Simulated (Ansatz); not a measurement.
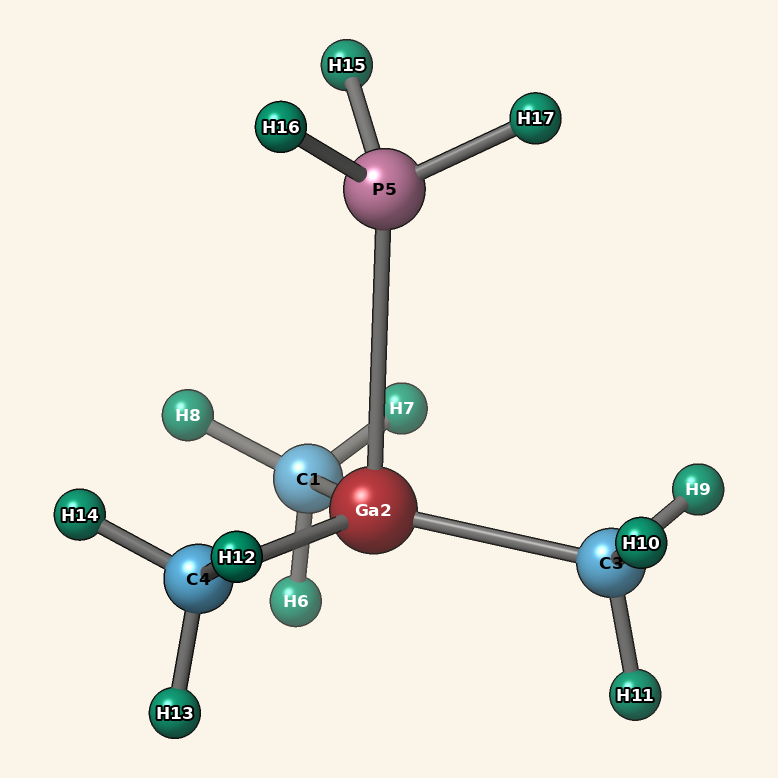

C1 lies behind Ga2. The molecule seen a little off the Ga2–C1 bond, Ga2 in front. Depth is shown by fading: the farther an atom, the more it takes the colour of the background. The geometry was computed by an optimisation with PBE0-D4/def2-TZVP. No frequency run is at hand to confirm it as a minimum.

**What is the torsion angle P5–Ga2–C1–H6? The sign is positive where the front bond must turn clockwise to cover the back bond.**

180°, antiperiplanar (anti). The bonds about Ga2–C1 are staggered.
